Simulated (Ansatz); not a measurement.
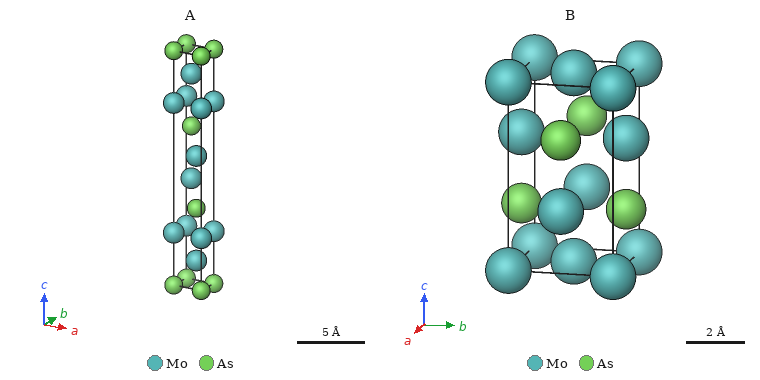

Two structures of Mo2As, each relaxed to rest (conventional cells in solid outline, small ones repeated, not to one scale). Method: DFT PBE, scalar-relativistic, plane waves, PAW (Ansatz), without spin polarisation.

State the structure in each panel.

A: 9 atoms a cell on a rhombohedral (trigonal R) lattice, R-3m. B: 6 atoms a cell on a primitive tetragonal lattice, P4/nmm.

Which form lies lower?

B is lower, by 181 meV/atom at this level of theory (energies at zero smearing). Volumes: A 16.1, B 15.8 Å³/atom.

One or both may be structure types tried for this composition rather than known phases.
